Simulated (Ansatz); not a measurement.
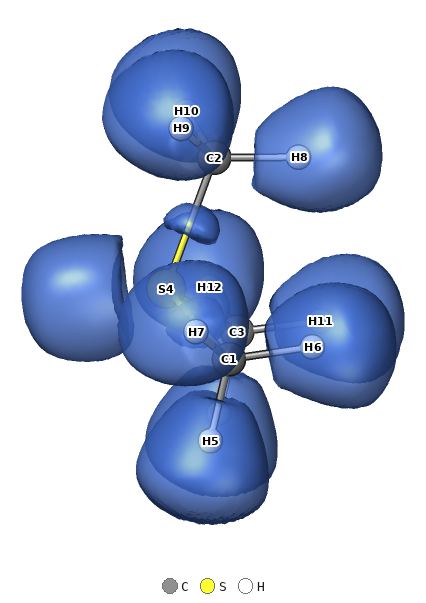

Figure 1: C₃H₉S (charge +1). Isosurface of the ELF at 0.85 (blue), seen at an oblique angle. Core shells and regions of very low density are left out.

Geometry: B3LYP/6-31G*.

Theory: isolated molecule in a Gaussian basis; Kohn-Sham density functional theory, functional PBE0 (Ansatz 0.2.0).

```xyz
13

C    -2.6410   -0.3618    0.6356
C    -0.1433    0.8153    1.3293
C    -0.2643   -1.1717   -0.7061
S    -1.1306    0.3232   -0.1228
H    -3.2511   -0.7765   -0.1704
H    -2.3877   -1.1297    1.3700
H    -3.1752    0.4680    1.1047
H    -0.0366   -0.0219    2.0228
H    -0.6578    1.6543    1.8040
H     0.8312    1.1476    0.9634
H    -0.1496   -1.8913    0.1078
H     0.7088   -0.8557   -1.0897
H    -0.8561   -1.5939   -1.5219
```

Question: What do the ELF domains correspond to?

Answer: The ELF exceeds this value in three regions between bonded C–S atoms (shared pairs), nine regions around hydrogen nuclei and one lobe on S, pointing away from the bonds (lone pairs).

Values along the shortest contacts:
C–S (1.82 Å): the ELF peaks at about 0.95 between the atoms (a covalent bond). C–H (1.09 Å): the ELF climbs to about 1 towards the hydrogen, as it does in any bond to H; an ordinary covalent bond to hydrogen.
